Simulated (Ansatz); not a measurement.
# F2H4OW: molecular dynamics

The plan is to follow the molecule's vibrations and see whether its bonds hold. The start is relaxed first. Runs: 300 steps of 1 fs at constant energy, with velocities drawn for 700 K.

Method: RKS PBE/def2-SVP, in Ansatz 0.2.0.

**1. The structure to begin with**

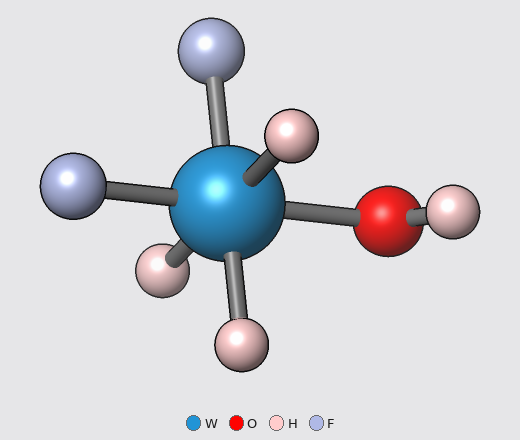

Start, viewed from a chosen angle; tungsten blue, oxygen red, hydrogen pink, fluorine light blue.

Coordinates:

```xyz
8

W     0.0000    0.0000    0.0000
O     0.0000    0.0000    1.9400
H    -0.9095   -0.2814    2.2771
H     1.7200    0.0000    0.0000
F     0.0000    1.8500    0.0000
H    -1.7200    0.0000    0.0000
H     0.0000   -1.7200    0.0000
F     0.0000    0.0000   -1.8500
```

**2. Relaxing the start**

Input file input.yaml:

```yaml
crystal:
  periodic: [false, false, false]
  atoms:
    - { symbol: W, position_ang: [0.0, 0.0, 0.0] }
    - { symbol: O, position_ang: [0.0, 0.0, 1.94] }
    - { symbol: H, position_ang: [-0.9095, -0.2814, 2.2771] }
    - { symbol: H, position_ang: [1.72, 0.0, 0.0] }
    - { symbol: F, position_ang: [0.0, 1.85, 0.0] }
    - { symbol: H, position_ang: [-1.72, 0.0, 0.0] }
    - { symbol: H, position_ang: [0.0, -1.72, 0.0] }
    - { symbol: F, position_ang: [0.0, 0.0, -1.85] }
basis:
  gaussian: { orbitals: def2-SVP }
hamiltonian:
  xc: pbe
relax:
  f_tol: 0.02
  max_steps: 40
```

On the command line:

```sh
$ ansatz run input.yaml --threads 1 --pin off --max-ram 2048MiB --backend cpu --events-out ev --progress --plain --runs-dir out
```

The log of the run, shortened:

```text
Warning: RAYON_NUM_THREADS=1 ignored (pool sized by the plan → 1); use --threads N
[...]
Functional definition: PBE
[...]
978 factors; their error is unknown
[...]
mean field -9358.77033095 eV, -343.9284660602 hartree, gradient 1.3e-5 eV, S^2 0.000000; 2 other end points of the search recorded, 0 dependent functions left out
[...]
reference -9358.77039950 eV, -343.9284685791 hartree; 22, 22 occupied and 72, 72 virtual orbitals, 978 factors
relax step   1: F+E_penalty+E_count = -9358.77033095 eV  Δ(F+E_penalty+E_count) = +0.000e0 eV  max|allowed force component| = 3.084e0 eV/Å  Δτ_max = 0.0000 Å  (72 SCF iters, accepted)
[...]
relax step   4: F+E_penalty+E_count = -9361.52606149 eV  Δ(F+E_penalty+E_count) = -6.473e-1 eV  max|allowed force component| = 1.317e0 eV/Å  Δτ_max = 0.1949 Å  (38 SCF iters, accepted)
[...]
relax step   7: F+E_penalty+E_count = -9362.00244024 eV  Δ(F+E_penalty+E_count) = -1.378e-2 eV  max|allowed force component| = 3.048e-1 eV/Å  Δτ_max = 0.0423 Å  (33 SCF iters, accepted)
[...]
relax step  10: F+E_penalty+E_count = -9362.03107601 eV  Δ(F+E_penalty+E_count) = -1.517e-2 eV  max|allowed force component| = 2.325e-1 eV/Å  Δτ_max = 0.0470 Å  (33 SCF iters, accepted)
[...]
relax step  13: F+E_penalty+E_count = -9362.03585676 eV  Δ(F+E_penalty+E_count) = -6.532e-4 eV  max|allowed force component| = 6.765e-2 eV/Å  Δτ_max = 0.0355 Å  (34 SCF iters, accepted)
[...]
relax step  14: F+E_penalty+E_count = -9362.03655997 eV  Δ(F+E_penalty+E_count) = -7.032e-4 eV  max|allowed force component| = 1.786e-1 eV/Å  Δτ_max = 0.0402 Å  (33 SCF iters, accepted)
[...]
relax step  15: F+E_penalty+E_count = -9362.03706025 eV  Δ(F+E_penalty+E_count) = -5.003e-4 eV  max|allowed force component| = 1.185e-2 eV/Å  Δτ_max = 0.0098 Å  (34 SCF iters, accepted)
978 factors; their error is unknown
[...]
mean field -9362.03706024 eV, -344.0485161474 hartree, gradient 1.4e-5 eV, S^2 0.000000; 1 other end points of the search recorded, 0 dependent functions left out
[...]
reference -9362.03712867 eV, -344.0485186621 hartree; 22, 22 occupied and 72, 72 virtual orbitals, 978 factors
Total energy: -9362.03712867 eV, -344.0485186621 hartree
Atom 0 at    -0.038488     0.243279     0.034593 Å, force     0.011848    -0.007670    -0.009949 eV/Å
Atom 1 at    -0.335324     0.120519     1.844092 Å, force     0.002907    -0.000948     0.006881 eV/Å
Atom 2 at    -0.806754    -0.119331     2.659357 Å, force    -0.005485    -0.000245    -0.000418 eV/Å
Atom 3 at     1.467858    -0.505858     0.058456 Å, force     0.003822     0.010413    -0.000264 eV/Å
Atom 4 at     0.287691     2.148190    -0.077469 Å, force    -0.000769    -0.008647    -0.005043 eV/Å
Atom 5 at    -1.310567    -0.876214    -0.125880 Å, force    -0.003811     0.000018    -0.001765 eV/Å
Atom 6 at     0.057217    -1.475143    -0.210156 Å, force    -0.006495     0.002225     0.001833 eV/Å
Atom 7 at    -0.231133     0.313158    -1.815893 Å, force    -0.002018     0.004853     0.008723 eV/Å
Dipole moment:    -0.264919    -0.233964     0.758404 e Å
```

Run time: 59 s. Hardware: 1 thread of Arm Neoverse V1, shared host; peak memory 0.13 GiB.

Relaxation path:

```
step  energy from step 1 (eV)  largest force component (eV/Å)
   1                   0.0000                          3.0844
   2                  -1.2729                          1.6682
   3                  -2.1084                          1.6476
   4                  -2.7557                          1.3169
   5                  -3.1143                          0.5733
   6                  -3.2183                          0.4873
   7                  -3.2321                          0.3048
   8                  -3.2445                          0.3108
   9                  -3.2456                          0.3598
  10                  -3.2607                          0.2325
 11x                  -3.2566                          0.2083
  12                  -3.2649                          0.0669
  13                  -3.2655                          0.0677
  14                  -3.2662                          0.1786
  15                  -3.2667                          0.0118
```

Step 1 is the start. 1 step was tried and not accepted (marked x).

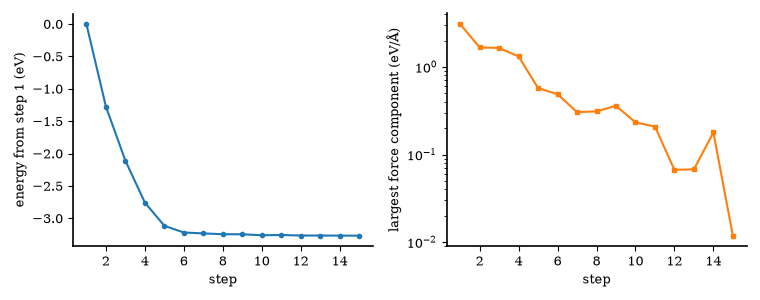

Energy and largest force along the relaxation.

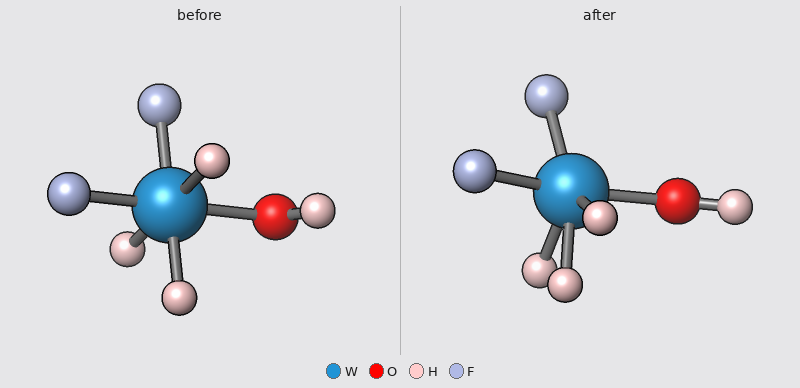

The structure before (left) and after (right), drawn at the same scale.

After: Bond lengths: W1–O2 1.838 Å, O2–H3 0.972 Å, W1–H4 1.683 Å, W1–F5 1.936 Å, W1–H6 1.702 Å, W1–H7 1.738 Å, W1–F8 1.862 Å. Angles (14 of 16 angles, heavy atoms first): O2–W1–F5 98.6°, O2–W1–F8 164.7°, F5–W1–F8 85.6°, W1–O2–H3 157.0°, O2–W1–H4 95.8°, O2–W1–H6 85.9°, O2–W1–H7 94.7°, H4–W1–F5 106.7°, H4–W1–F8 97.1°, F5–W1–H6 140.1°, F5–W1–H7 162.8°, H6–W1–F8 81.6°, H7–W1–F8 84.4°, H4–W1–H6 112.2°.

**3. The run**

300 steps of 1 fs at constant energy, with velocities drawn for 700 K, from the relaxed start. H is given a mass of 2.014 u.

Input file input.yaml:

```yaml
crystal:
  periodic: [false, false, false]
  atoms:
    - { symbol: W, position_ang: [-0.038488, 0.243279, 0.034593] }
    - { symbol: O, position_ang: [-0.335324, 0.120519, 1.844092] }
    - { symbol: H, position_ang: [-0.806754, -0.119331, 2.659357] }
    - { symbol: H, position_ang: [1.467858, -0.505858, 0.058456] }
    - { symbol: F, position_ang: [0.287691, 2.14819, -0.077469] }
    - { symbol: H, position_ang: [-1.310567, -0.876214, -0.12588] }
    - { symbol: H, position_ang: [0.057217, -1.475143, -0.210156] }
    - { symbol: F, position_ang: [-0.231133, 0.313158, -1.815893] }
basis:
  gaussian: { orbitals: def2-SVP }
hamiltonian:
  xc: pbe
md:
  timestep: 1.0
  n_steps: 300
  ensemble: nve
  temperature: 700.0
  initial_velocities: maxwell_boltzmann
  seed: 537621
  masses: [{ species: H, mass: 2.014 }]
```

On the command line:

```sh
$ ansatz run input.yaml --threads 1 --pin off --max-ram 2048MiB --backend cpu --events-out ev --progress --plain --runs-dir out
```

The log of the run, shortened:

```text
Warning: RAYON_NUM_THREADS=1 ignored (pool sized by the plan → 1); use --threads N
[...]
[... 1 set-up line as earlier in the session ...]
[...]
978 factors; their error is unknown
[...]
mean field -9362.03705524 eV, -344.0485159635 hartree, gradient 4.2e-5 eV, S^2 0.000000; 0 other end points of the search recorded, 0 dependent functions left out
[...]
reference -9362.03712343 eV, -344.0485184695 hartree; 22, 22 occupied and 72, 72 virtual orbitals, 978 factors
md step     0: t =     0.00 fs  T =   700.0 K  F+E_penalty+E_count = -9362.03705524 eV  E_kin = 0.542892 eV  conserved = -9361.49416325 eV  (31 SCF iters)
[...]
md step    20: t =    20.00 fs  T =   181.8 K  F+E_penalty+E_count = -9361.63190207 eV  E_kin = 0.140962 eV  conserved = -9361.49093970 eV  (33 SCF iters)
[...]
md step    40: t =    40.00 fs  T =   330.7 K  F+E_penalty+E_count = -9361.74794362 eV  E_kin = 0.256456 eV  conserved = -9361.49148713 eV  (33 SCF iters)
[...]
md step    60: t =    60.00 fs  T =   383.8 K  F+E_penalty+E_count = -9361.79001113 eV  E_kin = 0.297628 eV  conserved = -9361.49238353 eV  (34 SCF iters)
[...]
md step    80: t =    80.00 fs  T =   277.0 K  F+E_penalty+E_count = -9361.70669960 eV  E_kin = 0.214843 eV  conserved = -9361.49185617 eV  (33 SCF iters)
md step    81: t =    81.00 fs  T =   250.0 K  F+E_penalty+E_count = -9361.68505432 eV  E_kin = 0.193888 eV  conserved = -9361.49116653 eV  (33 SCF iters)
```

**4. The output, continued: dynamics from the start**

Output, continued, shortened:

```text
md step    82: t =    82.00 fs  T =   239.6 K  F+E_penalty+E_count = -9361.67683562 eV  E_kin = 0.185807 eV  conserved = -9361.49102832 eV  (33 SCF iters)
[...]
md step   108: t =   108.00 fs  T =   469.7 K  F+E_penalty+E_count = -9361.85669330 eV  E_kin = 0.364248 eV  conserved = -9361.49244556 eV  (32 SCF iters)
[...]
md step   134: t =   134.00 fs  T =   256.3 K  F+E_penalty+E_count = -9361.69155501 eV  E_kin = 0.198754 eV  conserved = -9361.49280145 eV  (31 SCF iters)
[...]
md step   160: t =   160.00 fs  T =   461.6 K  F+E_penalty+E_count = -9361.85031256 eV  E_kin = 0.358008 eV  conserved = -9361.49230462 eV  (32 SCF iters)
[...]
md step   185: t =   185.00 fs  T =   362.6 K  F+E_penalty+E_count = -9361.77334106 eV  E_kin = 0.281183 eV  conserved = -9361.49215812 eV  (32 SCF iters)
md step   186: t =   186.00 fs  T =   361.1 K  F+E_penalty+E_count = -9361.77265113 eV  E_kin = 0.280032 eV  conserved = -9361.49261936 eV  (32 SCF iters)
```

**5. The log goes on: dynamics from the start**

Output, continued, shortened:

```text
md step   187: t =   187.00 fs  T =   352.0 K  F+E_penalty+E_count = -9361.76533217 eV  E_kin = 0.272961 eV  conserved = -9361.49237145 eV  (33 SCF iters)
[...]
md step   208: t =   208.00 fs  T =   379.1 K  F+E_penalty+E_count = -9361.78526104 eV  E_kin = 0.294024 eV  conserved = -9361.49123694 eV  (34 SCF iters)
[...]
md step   229: t =   229.00 fs  T =   240.2 K  F+E_penalty+E_count = -9361.67883094 eV  E_kin = 0.186259 eV  conserved = -9361.49257181 eV  (33 SCF iters)
[...]
md step   250: t =   250.00 fs  T =   387.1 K  F+E_penalty+E_count = -9361.79190674 eV  E_kin = 0.300212 eV  conserved = -9361.49169470 eV  (33 SCF iters)
[...]
md step   299: t =   299.00 fs  T =   309.3 K  F+E_penalty+E_count = -9361.73043655 eV  E_kin = 0.239851 eV  conserved = -9361.49058531 eV  (34 SCF iters)
[...]
md step   300: t =   300.00 fs  T =   339.7 K  F+E_penalty+E_count = -9361.75466696 eV  E_kin = 0.263488 eV  conserved = -9361.49117849 eV  (32 SCF iters)
Total energy: -9361.75473505 eV, -344.0381408878 hartree
Atom 0 at    -0.046690     0.247074     0.038475 Å, force    -1.843329    -0.429398    -1.108183 eV/Å
Atom 1 at    -0.256789     0.053173     1.870304 Å, force    -0.206880     0.798595     0.491723 eV/Å
Atom 2 at    -0.511712     0.285084     2.806739 Å, force     0.280668    -0.475659    -1.093952 eV/Å
Atom 3 at     1.205765    -0.771234     0.054716 Å, force     1.053512    -0.848040    -0.175599 eV/Å
Atom 4 at     0.207858     2.173054    -0.060549 Å, force     0.004281    -0.484210    -0.103826 eV/Å
Atom 5 at    -1.537603    -0.584342    -0.172934 Å, force     0.530331     0.096113     0.077409 eV/Å
Atom 6 at    -0.167878    -1.507921    -0.408851 Å, force    -0.029428     0.818167     0.578840 eV/Å
Atom 7 at    -0.093632     0.266080    -1.881629 Å, force     0.210846     0.524431     1.333588 eV/Å
Dipole moment:    -0.106113    -0.041742     0.890303 e Å
```

It took 17 min on 1 thread of Arm Neoverse V1, shared host; peak memory 0.13 GiB.

**6. What the atoms did**

The trajectory, every 12 steps (energies from step 0):

```
time (fs)  T (K)  potential energy change (meV/atom)  total energy change (meV/atom)
      0.0    700                                 0.0                            0.00
     12.0    353                                33.7                            0.12
     24.0    338                                35.1                            0.05
     36.0    340                                35.1                            0.19
     48.0    443                                25.0                            0.13
     60.0    384                                30.9                            0.22
     72.0    373                                31.9                            0.18
     84.0    267                                42.2                            0.23
     96.0    401                                29.1                            0.19
    108.0    470                                22.5                            0.21
    120.0    249                                44.0                            0.19
    132.0    175                                51.2                            0.25
    144.0    388                                30.4                            0.15
    156.0    387                                30.6                            0.23
    168.0    425                                26.8                            0.15
    180.0    320                                37.1                            0.22
    192.0    413                                28.0                            0.13
    204.0    328                                36.3                            0.20
    216.0    556                                14.1                            0.15
    228.0    258                                43.1                            0.24
    240.0    237                                45.2                            0.29
    252.0    384                                31.0                            0.32
    264.0    363                                33.0                            0.37
    276.0    274                                41.7                            0.39
    288.0    186                                50.2                            0.41
    300.0    340                                35.3                            0.37
```

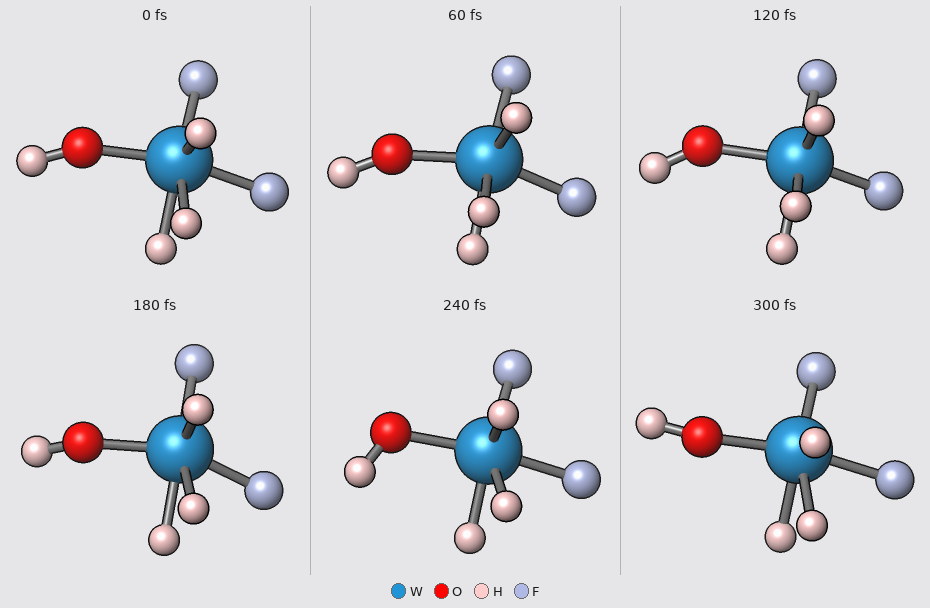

Six frames of the run, seen from a chosen angle. Sticks join atoms within a bonding distance in each frame.

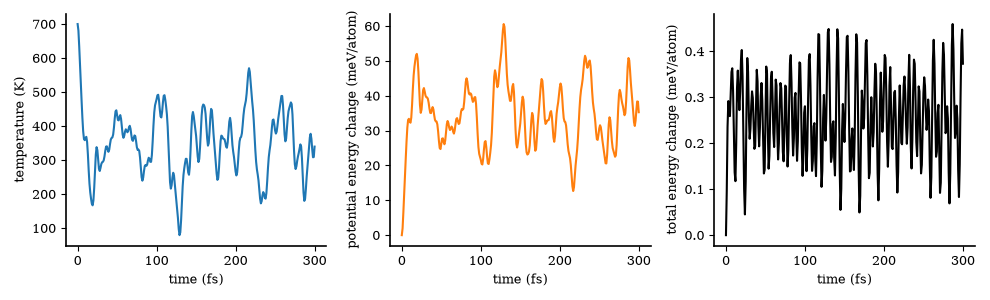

Time series of the run, each on its own scale.

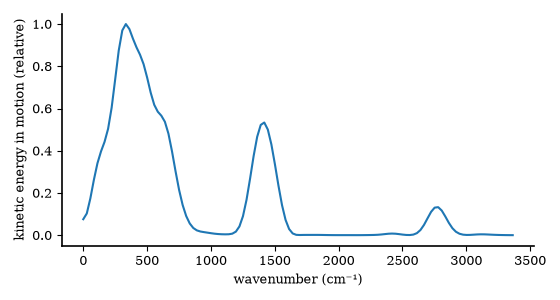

Power spectrum of the mass-weighted velocities; a run of 300 fs resolves no finer than about 220 cm⁻¹.

Maxima of the velocity power spectrum (cm⁻¹, relative height; resolution about 220 cm⁻¹): 330 (100), 1420 (53), 2780 (13).

**7. Positions and forces**

Positions (Å) and forces (eV/Å):

```xyz
8
time_fs=38.0 T=331 dE=0.2881
W    -0.034    0.245    0.032    0.898   -1.687    1.566
O    -0.413    0.194    1.870    0.569    0.589   -1.025
H    -0.724   -0.588    2.328   -0.551   -0.680    0.673
H     1.654   -0.262    0.188   -1.077    0.194   -0.198
F     0.329    2.069   -0.105    0.353    1.810    0.102
H    -1.282   -0.931   -0.029    0.070   -0.087   -0.159
H     0.191   -1.495   -0.122    0.003    0.261   -0.072
F    -0.297    0.350   -1.784   -0.266   -0.401   -0.886
8
time_fs=75.0 T=338 dE=0.2834
W    -0.022    0.245    0.035   -0.667   -0.348    0.232
O    -0.466    0.043    1.845    1.286    0.460   -1.721
H    -1.172    0.208    2.457   -0.993   -0.014    0.988
H     1.539   -0.180    0.040    1.150   -0.183    0.103
F     0.386    2.192   -0.069   -0.523   -1.113   -0.041
H    -1.079   -1.081   -0.192   -0.158    0.040    0.102
H     0.354   -1.423   -0.342   -0.248    0.411    0.395
F    -0.408    0.267   -1.783    0.152    0.747   -0.058
8
time_fs=112.0 T=458 dE=0.1894
W    -0.006    0.207    0.031   -0.417    1.901   -0.199
O    -0.494    0.285    1.807    1.249   -0.123   -1.452
H    -1.124    0.116    2.494   -1.026   -0.183    0.992
H     1.648   -0.222    0.189   -0.386    0.200   -0.136
F     0.282    2.158   -0.053    0.099   -0.625    0.119
H    -1.167   -1.046   -0.112    0.140   -0.033    0.024
H     0.411   -1.439   -0.031   -0.054   -0.452   -0.242
F    -0.447    0.475   -1.790    0.396   -0.685    0.894
8
time_fs=150.0 T=371 dE=0.2565
W    -0.009    0.217    0.027    0.554   -1.561   -0.555
O    -0.451    0.332    1.821    0.270   -0.446   -0.380
H    -1.191    0.116    2.406   -0.224   -0.064    0.265
H     1.695   -0.177    0.050   -0.840    0.042    0.086
F     0.252    2.073    0.013    0.351    1.617   -0.207
H    -1.206   -1.016   -0.009    0.093   -0.095   -0.170
H     0.353   -1.566   -0.172   -0.259    0.942    0.145
F    -0.412    0.432   -1.797    0.054   -0.435    0.816
8
time_fs=188.0 T=340 dE=0.2821
W    -0.022    0.249    0.026   -1.321    1.411    0.108
O    -0.440    0.053    1.787   -0.413    0.783    1.586
H    -1.021    0.130    2.587    0.505   -0.269   -0.774
H     1.515   -0.258    0.106    1.073   -0.363   -0.006
F     0.348    2.206    0.004   -0.233   -0.943   -0.093
H    -1.087   -1.083   -0.099   -0.230    0.089   -0.052
H     0.130   -1.401   -0.078    0.439   -1.173   -0.156
F    -0.376    0.213   -1.782    0.180    0.466   -0.612
8
time_fs=225.0 T=329 dE=0.2904
W    -0.050    0.244    0.038    1.557   -0.017   -0.384
O    -0.327    0.177    1.869   -0.833   -1.634    0.725
H    -0.745   -0.628    2.309    0.448    1.160   -0.222
H     1.557   -0.334    0.107   -0.408    0.153   -0.008
F     0.339    2.161   -0.112   -0.310   -0.823    0.125
H    -1.313   -0.932   -0.128    0.257    0.121    0.112
H     0.268   -1.502   -0.345   -0.407    0.944    0.572
F    -0.216    0.287   -1.794   -0.304    0.096   -0.921
8
time_fs=262.0 T=376 dE=0.2545
W    -0.050    0.255    0.043    0.473   -0.853    0.120
O    -0.307    0.044    1.851   -0.209   -0.088    1.461
H    -0.580   -0.240    2.777    0.364    0.434   -1.532
H     1.470   -0.585    0.018   -0.717    0.332    0.090
F     0.265    2.086   -0.167    0.358    2.021    0.117
H    -1.293   -0.861   -0.114   -0.424   -0.162   -0.129
H    -0.073   -1.420   -0.058    0.230   -1.164   -0.567
F    -0.135    0.336   -1.837   -0.075   -0.520    0.440
8
time_fs=300.0 T=340 dE=0.2824
W    -0.047    0.247    0.038   -1.843   -0.429   -1.108
O    -0.257    0.053    1.870   -0.207    0.799    0.492
H    -0.512    0.285    2.807    0.281   -0.476   -1.094
H     1.206   -0.771    0.055    1.054   -0.848   -0.176
F     0.208    2.173   -0.060    0.004   -0.484   -0.104
H    -1.538   -0.584   -0.173    0.530    0.096    0.077
H    -0.168   -1.508   -0.409   -0.029    0.818    0.579
F    -0.094    0.266   -1.882    0.211    0.524    1.334
```

**8. Results**

| quantity | value |
| --- | --- |
| relaxation of the start | 13 moves, 3.267 eV lower |
| length | 300 steps of 1 fs |
| temperature, first and last step | 700 and 340 K |
| temperature, second half | mean 356 K, from 173 to 570 K |
| potential energy, second half | +34 meV/atom from the start |
| largest change of the total energy | 0.46 meV/atom |
| bonds formed or broken | 0 |

**Reading.** The temperature starts at 700 K and averages 356 K in the second half, where it ranges from 173 to 570 K. About half is expected from a start at a minimum: kinetic energy passes into potential energy until both shares match. The total energy strays from its start by at most 0.46 meV/atom, 1.4 % of the mean kinetic energy, which is good for a step of 1 fs. The bonding pattern survives the run. A run of 300 fs with 8 atoms shows the motion but fixes no equilibrium value. The nuclei move classically, without zero-point motion, which matters most for hydrogen.
